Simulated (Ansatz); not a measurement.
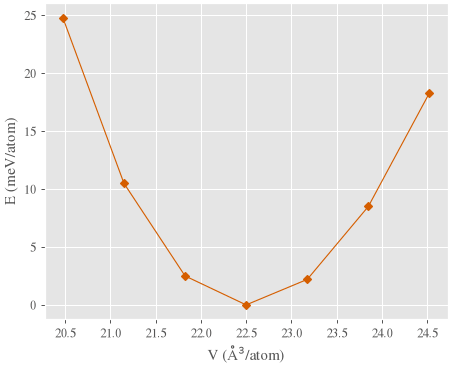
Figure: Mg (hcp (Mg type), P6_3/mmc) under volume change, the program Ansatz at the PBEsol level (PAW), shape and atoms relaxed at each volume.

**Question.** What does a third-order Birch–Murnaghan fit give for V₀, B₀ and B′?

**Answer.** V₀ = 22.50 Å³/atom, B₀ = 37.2 GPa, B′ = 4.0.

The PBEsol relaxation kept the symmetry of its start.

Potentials: the later of the program's two PAW sets.
